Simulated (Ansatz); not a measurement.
# Si3N4 (P6_3/m): the host for defect calculations, part 3 of 3

Aim: the runs on the perfect crystal Si3N4 (P6_3/m) that a defect calculation needs first.

Ansatz 0.2.0; plane-wave PAW DFT, PBEsol; single point of the host's primitive cell on a dense mesh; PAW set soft_1 (the session's first sound run).

So far: The structure; Primitive cell on a dense mesh; Self-consistent run; Defect free supercell relaxed from its symmetric sites.

## 5. Defect free supercell relaxed from displaced atoms

This step: plane-wave PAW DFT, PBEsol; relaxation of the defect-free supercell from random displacements, a test of the host's stability; PAW set soft_1 (Ansatz 0.2.0).

pristine.rattled/input.yaml, as its differences from pristine.symmetric/input.yaml of step 4:

```diff
@@ -147,6 +147,6 @@
   f_tol: 0.01
-  max_steps: 60
-  escape_saddle: false
+  max_steps: 120
+  random_displacement: { amplitude: 0.08, seed: 8616 }
 checkpoint:
-  write: "../pristine.symmetric.run"
+  write: "../pristine.rattled.run"
   compress: false
```

Run with:

```sh
$ ansatz run input.yaml --threads 8 --pin off --max-ram 22609MiB --backend cpu --events-out ev --progress --plain --runs-dir out
```

Numbers of over 12 decimals in the logs are rounded to 6 here.

Output:

```text
[...]
Crystal: 126 atoms, lattice volume = 1318.628 Å³
Basis set: ecut = 420 eV, 25805 PW (Γ), exchange–correlation on 180×180×120 points (8 copies of the dense FFT grid, shifted against one another)
Bands: 414, of which v1, the nominal top of the filled ones, is band 288 counted from 1 (287 counted from 0)
Symmetry: 1 space group operations
k-points: 1
[...]
SCF iter   1: F=—  HF=-61050.582798 eV  |F-HF|=—  |Δ(HF+E_count)|=         —  Δρ=1.50e-1  dr2=3.11e2  ethr=3.10e-3  ⟨swp⟩=6.0  Hψ=1880  notcnv=0  defer=56
[...]
SCF iter   9: F=-60952.126635 eV  HF=-60952.126636 eV  |F-HF|=2.40e-7  |Δ(HF+E_count)|=   4.64e-6  Δρ=6.40e-6  dr2=5.10e-7  ethr=4.34e-10  ⟨swp⟩=4.0  Hψ=1215  notcnv=0
SCF 1 converged in 9 iterations: F = -60952.126635 eV  dr2 = 5.10e-7
[...]
relax step   1: F+E_penalty+E_count = -60952.12663528 eV  Δ(F+E_penalty+E_count) = +0.000e0 eV  max|allowed force component| = 4.680e0 eV/Å  Δτ_max = 0.0000 Å  (9 SCF iters, dr2 threshold 2.50e-6 eV, accepted)
[... the SCF cycles and remarks between the steps are left out from here to the last step ...]
relax step   2: F+E_penalty+E_count = -60959.80864693 eV  Δ(F+E_penalty+E_count) = -7.682e0 eV  max|allowed force component| = 2.787e0 eV/Å  Δτ_max = 0.0671 Å  (6 SCF iters, dr2 threshold 1.00e-4 eV, accepted)
relax step   3: F+E_penalty+E_count = -60964.38405887 eV  Δ(F+E_penalty+E_count) = -4.575e0 eV  max|allowed force component| = 5.049e-2 eV/Å  Δτ_max = 0.0760 Å  (6 SCF iters, dr2 threshold 1.00e-4 eV, accepted)
relax step   4: F+E_penalty+E_count = -60964.38407776 eV  Δ(F+E_penalty+E_count) = -1.889e-5 eV  max|allowed force component| = 5.054e-2 eV/Å  Δτ_max = 0.0000 Å  (4 SCF iters, accepted)
relax step   5: F+E_penalty+E_count = -60964.38678486 eV  Δ(F+E_penalty+E_count) = -2.707e-3 eV  max|allowed force component| = 2.480e-3 eV/Å  Δτ_max = 0.0075 Å  (6 SCF iters, dr2 threshold 1.60e-7 eV, accepted)
[...]
SCF iter   3: F=-60964.386785 eV  HF=-60964.386785 eV  |F-HF|=9.68e-9  |Δ(HF+E_count)|=   9.79e-9  Δρ=5.70e-7  dr2=6.59e-9  ethr=3.01e-12  ⟨swp⟩=2.0  Hψ=1127  notcnv=0
SCF 6 converged in 3 iterations: F = -60964.386785 eV  dr2 = 6.59e-9
relax step   6: F+E_penalty+E_count = -60964.38678489 eV  Δ(F+E_penalty+E_count) = -2.366e-8 eV  max|allowed force component| = 2.483e-3 eV/Å  Δτ_max = 0.0000 Å  (3 SCF iters, accepted)
SCF converged after 3 iterations
Free energy (F): -60964.386785 eV
[...]
Internal energy: -60964.386785 eV  (E = F + TS)
E sigma→0 (E₀):  -60964.386785 eV
Fermi energy:    10.278269 eV
[...]
--- Forces (eV/Å), atoms counted from 1 ---
  atom   1  Si    -0.00209504    -0.00050610    -0.00092033
  atom   2  Si     0.00124433     0.00019167    -0.00094129
  atom   3  Si     0.00023246    -0.00127384     0.00101918
  atom   4  Si    -0.00051497     0.00030829    -0.00057505
  atom   5  Si     0.00044332    -0.00120862    -0.00081705
  atom   6  Si     0.00101699    -0.00020186     0.00022524
  atom   7  Si    -0.00180607    -0.00088242    -0.00099086
  atom   8  Si    -0.00076799     0.00081228    -0.00082123
  atom   9  Si     0.00248245     0.00130133    -0.00068532
  atom  10  Si     0.00079014    -0.00103966     0.00055905
  atom  11  Si     0.00154326    -0.00107996    -0.00028616
  atom  12  Si     0.00169504    -0.00009487    -0.00041014
  atom  13  Si    -0.00015413    -0.00013296    -0.00002551
  atom  14  Si    -0.00006846    -0.00023301     0.00036527
  atom  15  Si    -0.00024703     0.00111878    -0.00071783
  atom  16  Si     0.00099879     0.00032581    -0.00049892
  atom  17  Si    -0.00017644    -0.00016969    -0.00011174
  atom  18  Si    -0.00011305     0.00057790    -0.00002006
  atom  19  N      0.00001498     0.00111231     0.00036282
  atom  20  N     -0.00039323     0.00035227     0.00056169
  atom  21  N     -0.00016942     0.00058074    -0.00020974
  atom  22  N      0.00086024    -0.00004771     0.00033418
  atom  23  N     -0.00016438    -0.00077222     0.00067068
  atom  24  N     -0.00054858    -0.00031505    -0.00079022
  atom  25  N      0.00102041     0.00022722    -0.00003746
  atom  26  N      0.00013576    -0.00077643     0.00044945
  atom  27  N      0.00047132     0.00009600     0.00008219
  atom  28  N     -0.00006999     0.00116222    -0.00064001
  atom  29  N      0.00010687    -0.00030119     0.00033667
  atom  30  N      0.00004275     0.00074088    -0.00038251
  atom  31  N      0.00108566     0.00016287     0.00011226
  atom  32  N     -0.00027986    -0.00025259     0.00027792
  atom  33  N     -0.00031415    -0.00038618     0.00044598
  atom  34  N     -0.00029539     0.00015629     0.00012808
  atom  35  N     -0.00024162     0.00062400     0.00085854
  atom  36  N     -0.00072433    -0.00022288    -0.00026504
  atom  37  N     -0.00047058    -0.00030862    -0.00004169
  atom  38  N     -0.00057882    -0.00024758     0.00021336
  atom  39  N     -0.00019812    -0.00007766    -0.00034534
  atom  40  N     -0.00126954    -0.00113629     0.00064884
[...]
atom 115  N      0.00049678     0.00054377    -0.00042383
  atom 116  N     -0.00053831     0.00036223    -0.00044025
  atom 117  N      0.00018981     0.00069600    -0.00020617
  atom 118  N     -0.00046890     0.00030219    -0.00045603
  atom 119  N     -0.00010450     0.00083245     0.00051579
  atom 120  N      0.00042877     0.00013786     0.00035003
  atom 121  N     -0.00105484    -0.00031202    -0.00020716
  atom 122  N      0.00014436    -0.00000305    -0.00012415
  atom 123  N     -0.00025556    -0.00025909    -0.00061285
  atom 124  N     -0.00142371     0.00003521    -0.00017199
  atom 125  N      0.00046427     0.00077368     0.00002455
  atom 126  N     -0.00002141     0.00029034     0.00027765
  max |Σ_I F_I| component: 3.81e-5 eV/Å
--- Relaxed structure (6 steps of the walk, 6 accepted, 0 SCFs on fresh bases) ---
  F+E_penalty+E_count = -60964.38678489 eV   max|allowed force component| = 2.483e-3 eV/Å
  atoms:
    - { symbol: Si, position: [0.019937, 0.806849, 0.250137] }
    - { symbol: Si, position: [0.353264, 0.473527, 0.250127] }
    - { symbol: Si, position: [0.686609, 0.140200, 0.250117] }
    - { symbol: Si, position: [0.213371, 0.019790, 0.083456] }
    - { symbol: Si, position: [0.546706, 0.686472, 0.083452] }
    - { symbol: Si, position: [0.880039, 0.353137, 0.083438] }
    - { symbol: Si, position: [0.140324, 0.454010, 0.083451] }
    - { symbol: Si, position: [0.473656, 0.120672, 0.083443] }
    - { symbol: Si, position: [0.806981, 0.787345, 0.083457] }
    - { symbol: Si, position: [0.193868, 0.213240, 0.250131] }
    - { symbol: Si, position: [0.527201, 0.879918, 0.250127] }
    - { symbol: Si, position: [0.860527, 0.546572, 0.250121] }
    - { symbol: Si, position: [0.120811, 0.647443, 0.250126] }
    - { symbol: Si, position: [0.454146, 0.314115, 0.250118] }
    - { symbol: Si, position: [0.787472, 0.980777, 0.250137] }
    - { symbol: Si, position: [0.314254, 0.860386, 0.083447] }
    - { symbol: Si, position: [0.647582, 0.527055, 0.083445] }
    - { symbol: Si, position: [0.980916, 0.193723, 0.083457] }
    - { symbol: N, position: [0.000421, 0.666953, 0.250149] }
    - { symbol: N, position: [0.333759, 0.333628, 0.250138] }
    - { symbol: N, position: [0.667092, 0.000299, 0.250150] }
    - { symbol: N, position: [0.000426, 0.333622, 0.083425] }
    - { symbol: N, position: [0.333763, 0.000283, 0.083420] }
    - { symbol: N, position: [0.667092, 0.666954, 0.083450] }
    - { symbol: N, position: [0.213893, 0.456828, 0.250121] }
    - { symbol: N, position: [0.547239, 0.123504, 0.250109] }
    - { symbol: N, position: [0.880564, 0.790161, 0.250123] }
    - { symbol: N, position: [0.090695, 0.880413, 0.083469] }
    - { symbol: N, position: [0.424028, 0.547094, 0.083461] }
    - { symbol: N, position: [0.757363, 0.213761, 0.083452] }
    - { symbol: N, position: [0.123611, 0.576677, 0.083456] }
    - { symbol: N, position: [0.456958, 0.243349, 0.083451] }
    - { symbol: N, position: [0.790290, 0.910021, 0.083462] }
    - { symbol: N, position: [0.210561, 0.090558, 0.250124] }
    - { symbol: N, position: [0.543887, 0.757231, 0.250118] }
    - { symbol: N, position: [0.877230, 0.423897, 0.250112] }
    - { symbol: N, position: [0.120292, 0.210428, 0.083467] }
    - { symbol: N, position: [0.453633, 0.877103, 0.083454] }
    - { symbol: N, position: [0.786954, 0.543755, 0.083452] }
    - { symbol: N, position: [0.243506, 0.786810, 0.250112] }
    - { symbol: N, position: [0.576823, 0.453487, 0.250111] }
    - { symbol: N, position: [0.910154, 0.120153, 0.250122] }
    - { symbol: Si, position: [0.019927, 0.806848, 0.583464] }
    - { symbol: Si, position: [0.353265, 0.473526, 0.583457] }
    - { symbol: Si, position: [0.686601, 0.140188, 0.583457] }
    - { symbol: Si, position: [0.213373, 0.019795, 0.416788] }
    - { symbol: Si, position: [0.546700, 0.686466, 0.416780] }
    - { symbol: Si, position: [0.880041, 0.353134, 0.416772] }
    - { symbol: Si, position: [0.140315, 0.454007, 0.416783] }
    - { symbol: Si, position: [0.473662, 0.120687, 0.416774] }
    - { symbol: Si, position: [0.806982, 0.787345, 0.416782] }
    - { symbol: Si, position: [0.193874, 0.213244, 0.583468] }
    - { symbol: Si, position: [0.527205, 0.879910, 0.583460] }
    - { symbol: Si, position: [0.860527, 0.546562, 0.583456] }
    - { symbol: Si, position: [0.120809, 0.647447, 0.583461] }
    - { symbol: Si, position: [0.454154, 0.314120, 0.583459] }
    - { symbol: Si, position: [0.787480, 0.980784, 0.583469] }
    - { symbol: Si, position: [0.314256, 0.860390, 0.416781] }
    - { symbol: Si, position: [0.647587, 0.527057, 0.416779] }
    - { symbol: Si, position: [0.980916, 0.193719, 0.416789] }
    - { symbol: N, position: [0.000419, 0.666954, 0.583495] }
    - { symbol: N, position: [0.333766, 0.333633, 0.583485] }
    - { symbol: N, position: [0.667094, 0.000295, 0.583488] }
    - { symbol: N, position: [0.000426, 0.333614, 0.416770] }
    - { symbol: N, position: [0.333766, 0.000289, 0.416758] }
    - { symbol: N, position: [0.667092, 0.666957, 0.416783] }
    - { symbol: N, position: [0.213896, 0.456829, 0.583449] }
    - { symbol: N, position: [0.547230, 0.123489, 0.583446] }
    - { symbol: N, position: [0.880562, 0.790167, 0.583452] }
    - { symbol: N, position: [0.090708, 0.880414, 0.416801] }
    - { symbol: N, position: [0.424027, 0.547091, 0.416793] }
    - { symbol: N, position: [0.757364, 0.213754, 0.416792] }
    - { symbol: N, position: [0.123604, 0.576675, 0.416791] }
    - { symbol: N, position: [0.456966, 0.243362, 0.416787] }
    - { symbol: N, position: [0.790274, 0.910013, 0.416798] }
    - { symbol: N, position: [0.210561, 0.090561, 0.583457] }
[...]
- { symbol: Si, position: [0.019933, 0.806851, 0.916795] }
    - { symbol: Si, position: [0.353268, 0.473519, 0.916794] }
    - { symbol: Si, position: [0.686600, 0.140187, 0.916787] }
    - { symbol: Si, position: [0.213373, 0.019798, 0.750119] }
    - { symbol: Si, position: [0.546703, 0.686467, 0.750114] }
    - { symbol: Si, position: [0.880039, 0.353127, 0.750105] }
    - { symbol: Si, position: [0.140323, 0.454005, 0.750116] }
    - { symbol: Si, position: [0.473649, 0.120669, 0.750104] }
    - { symbol: Si, position: [0.806981, 0.787345, 0.750123] }
    - { symbol: Si, position: [0.193863, 0.213235, 0.916802] }
    - { symbol: Si, position: [0.527202, 0.879908, 0.916789] }
    - { symbol: Si, position: [0.860529, 0.546565, 0.916784] }
    - { symbol: Si, position: [0.120812, 0.647442, 0.916789] }
    - { symbol: Si, position: [0.454145, 0.314108, 0.916787] }
    - { symbol: Si, position: [0.787483, 0.980785, 0.916800] }
    - { symbol: Si, position: [0.314251, 0.860385, 0.750113] }
    - { symbol: Si, position: [0.647585, 0.527057, 0.750113] }
    - { symbol: Si, position: [0.980919, 0.193726, 0.750124] }
[...]
- { symbol: N, position: [0.123607, 0.576672, 0.750121] }
    - { symbol: N, position: [0.456953, 0.243344, 0.750117] }
    - { symbol: N, position: [0.790277, 0.910014, 0.750132] }
    - { symbol: N, position: [0.210556, 0.090554, 0.916795] }
    - { symbol: N, position: [0.543887, 0.757225, 0.916784] }
    - { symbol: N, position: [0.877220, 0.423890, 0.916771] }
    - { symbol: N, position: [0.120295, 0.210426, 0.750132] }
    - { symbol: N, position: [0.453632, 0.877103, 0.750123] }
    - { symbol: N, position: [0.786957, 0.543758, 0.750121] }
    - { symbol: N, position: [0.243503, 0.786805, 0.916780] }
    - { symbol: N, position: [0.576818, 0.453486, 0.916777] }
    - { symbol: N, position: [0.910161, 0.120154, 0.916787] }
```

Elapsed: 80 s, on 8 threads of Arm Neoverse V2, shared host; peak memory 2.9 GiB; 10 min of CPU time.

Step by step:

```
step  energy less that of the first step (eV)  largest force component (eV/Å)
   1                                   0.0000                          4.6802
   2                                  -7.6820                          2.7872
   3                                 -12.2574                          0.0505
   4                                 -12.2574                          0.0505
   5                                 -12.2602                          0.0025
   6                                 -12.2602                          0.0025
```

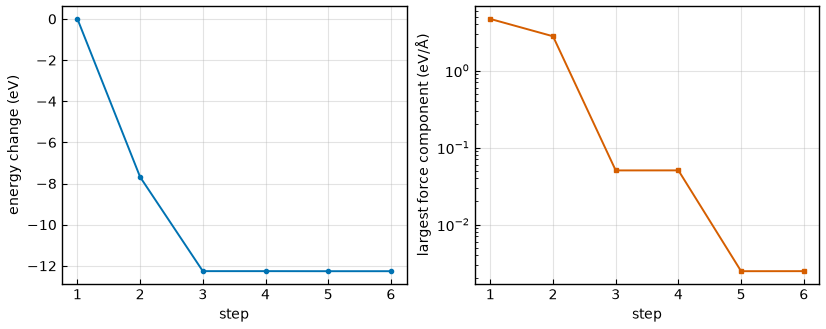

Energy and largest force along the relaxation.

The relaxation ends 97 meV an atom lower than the displaced start, with a largest force component of 0.0025 eV/Å.

## 6. Outcome

* supercell relaxed in its symmetry less the displaced and relaxed one: 0.000 eV
* energy an atom at one point at (¼, ¼, ¼) less that on the dense mesh: 0.000 eV

What this shows: Step 5: The energy fell by 12.260 eV from the randomly displaced start; the atoms end within 0.005 Å of the sites as typed, once the mean shift is taken out. The displaced cell ends within 0.01 eV of the symmetric one relaxed in its symmetry, so no lower structure shows in this supercell. All at zero temperature.

[Logs are printed without paths, hosts, clocks, repeated set-up lines and the standing remarks that a program may print on its own settings, such as how far it seeks lower states.]

[Hosts, paths, dates, database ids (printed as entryN), source tags and the programs' standing remarks are cut or masked in the printed files.]

[Runs of the host that timed out are not shown.]

[For some hosts the program warned that the k-mesh of the response run may be too coarse for force constants and the static dielectric constant; such warnings are not always shown.]
